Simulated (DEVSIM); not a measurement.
Structure: abrupt Ge p-n junction, at 400 K.

```tsv
layer (left to right)	material	thickness (μm)	Nd (cm⁻³)	Na (cm⁻³)	τn (s)	τp (s)
1	Ge	1.30	-	1.6e17	0.0003	0.0003
2	Ge	3.00	3e15	-	0.0003	0.0003
```

Left contact: ohmic. Right contact: ohmic. Voltage is applied to the left contact. Recombination: SRH at mid-gap, radiative, Auger. Mobility is constant in doping.

This is a model device: material constants are rounded textbook-type values typed into the input, and sizes, dopings and lifetimes were drawn at random. Values at 300 K; Nc and Nv go as T^1.5, mobilities as T to minus their exponent, the gap by Varshni's rule with the affinity fixed.

```
parameter               Ge
----------------  --------
gap (eV)             0.664
affinity (eV)            4
permittivity            16
Nc (cm⁻³)          1.04e19
Nv (cm⁻³)             6e18
μn (cm²/Vs)           3900
μp (cm²/Vs)           1900
T exponent of μn      1.66
T exponent of μp      2.33
B (cm³/s)          6.4e-14
Cn (cm⁶/s)           1e-31
Cp (cm⁶/s)           1e-31
Varshni α (eV/K)  0.000477
Varshni β (K)          235
```

Model (solved in DEVSIM): 1D drift-diffusion, Boltzmann statistics, complete ionisation; no tunnelling, impact ionisation, image-force lowering or self-heating.

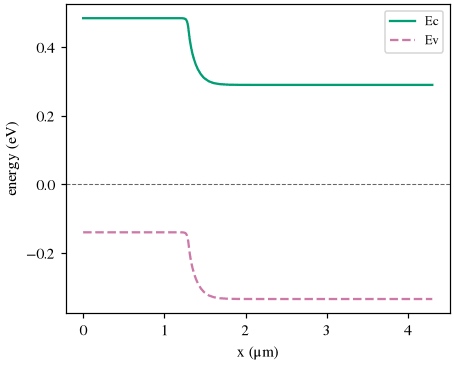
*Band edges at zero bias*

Energies count from the Fermi level of the right contact; mesh points crowd at the junctions.

```json
[
 {"x (μm)": "0.000", "Ec (eV)": "0.484", "Ev (eV)": "-0.140", "n (cm⁻³)": "1.3e13", "p (cm⁻³)": "1.6e17", "field (V/cm)": "≈ 0"},
 {"x (μm)": "0.02184", "Ec (eV)": "0.484", "Ev (eV)": "-0.140", "n (cm⁻³)": "1.3e13", "p (cm⁻³)": "1.6e17", "field (V/cm)": "≈ 0"},
 {"x (μm)": "0.06629", "Ec (eV)": "0.484", "Ev (eV)": "-0.140", "n (cm⁻³)": "1.3e13", "p (cm⁻³)": "1.6e17", "field (V/cm)": "≈ 0"},
 {"x (μm)": "0.1461", "Ec (eV)": "0.484", "Ev (eV)": "-0.140", "n (cm⁻³)": "1.3e13", "p (cm⁻³)": "1.6e17", "field (V/cm)": "≈ 0"},
 {"x (μm)": "0.3654", "Ec (eV)": "0.484", "Ev (eV)": "-0.140", "n (cm⁻³)": "1.3e13", "p (cm⁻³)": "1.6e17", "field (V/cm)": "≈ 0"},
 {"x (μm)": "0.7250", "Ec (eV)": "0.484", "Ev (eV)": "-0.140", "n (cm⁻³)": "1.3e13", "p (cm⁻³)": "1.6e17", "field (V/cm)": "≈ 0"},
 {"x (μm)": "1.005", "Ec (eV)": "0.484", "Ev (eV)": "-0.140", "n (cm⁻³)": "1.3e13", "p (cm⁻³)": "1.6e17", "field (V/cm)": "≈ 0"},
 {"x (μm)": "1.190", "Ec (eV)": "0.484", "Ev (eV)": "-0.140", "n (cm⁻³)": "1.3e13", "p (cm⁻³)": "1.6e17", "field (V/cm)": "-12"},
 {"x (μm)": "1.253", "Ec (eV)": "0.483", "Ev (eV)": "-0.141", "n (cm⁻³)": "1.3e13", "p (cm⁻³)": "1.5e17", "field (V/cm)": "-1100"},
 {"x (μm)": "1.287", "Ec (eV)": "0.468", "Ev (eV)": "-0.156", "n (cm⁻³)": "2.0e13", "p (cm⁻³)": "1.0e17", "field (V/cm)": "-11000"},
 {"x (μm)": "1.305", "Ec (eV)": "0.435", "Ev (eV)": "-0.189", "n (cm⁻³)": "5.2e13", "p (cm⁻³)": "3.9e16", "field (V/cm)": "-19000"},
 {"x (μm)": "1.348", "Ec (eV)": "0.379", "Ev (eV)": "-0.245", "n (cm⁻³)": "2.7e14", "p (cm⁻³)": "7.6e15", "field (V/cm)": "-9500"},
 {"x (μm)": "1.413", "Ec (eV)": "0.335", "Ev (eV)": "-0.289", "n (cm⁻³)": "9.5e14", "p (cm⁻³)": "2.1e15", "field (V/cm)": "-4800"},
 {"x (μm)": "1.547", "Ec (eV)": "0.300", "Ev (eV)": "-0.324", "n (cm⁻³)": "2.6e15", "p (cm⁻³)": "7.7e14", "field (V/cm)": "-1200"},
 {"x (μm)": "1.907", "Ec (eV)": "0.290", "Ev (eV)": "-0.334", "n (cm⁻³)": "3.6e15", "p (cm⁻³)": "5.7e14", "field (V/cm)": "-20"},
 {"x (μm)": "2.525", "Ec (eV)": "0.290", "Ev (eV)": "-0.334", "n (cm⁻³)": "3.6e15", "p (cm⁻³)": "5.7e14", "field (V/cm)": "≈ 0"},
 {"x (μm)": "3.344", "Ec (eV)": "0.290", "Ev (eV)": "-0.334", "n (cm⁻³)": "3.6e15", "p (cm⁻³)": "5.7e14", "field (V/cm)": "≈ 0"},
 {"x (μm)": "3.809", "Ec (eV)": "0.290", "Ev (eV)": "-0.334", "n (cm⁻³)": "3.6e15", "p (cm⁻³)": "5.7e14", "field (V/cm)": "≈ 0"},
 {"x (μm)": "4.111", "Ec (eV)": "0.290", "Ev (eV)": "-0.334", "n (cm⁻³)": "3.6e15", "p (cm⁻³)": "5.7e14", "field (V/cm)": "≈ 0"},
 {"x (μm)": "4.212", "Ec (eV)": "0.290", "Ev (eV)": "-0.334", "n (cm⁻³)": "3.6e15", "p (cm⁻³)": "5.7e14", "field (V/cm)": "≈ 0"},
 {"x (μm)": "4.266", "Ec (eV)": "0.290", "Ev (eV)": "-0.334", "n (cm⁻³)": "3.6e15", "p (cm⁻³)": "5.7e14", "field (V/cm)": "≈ 0"},
 {"x (μm)": "4.300", "Ec (eV)": "0.290", "Ev (eV)": "-0.334", "n (cm⁻³)": "3.6e15", "p (cm⁻³)": "5.7e14", "field (V/cm)": "≈ 0"}
]
```
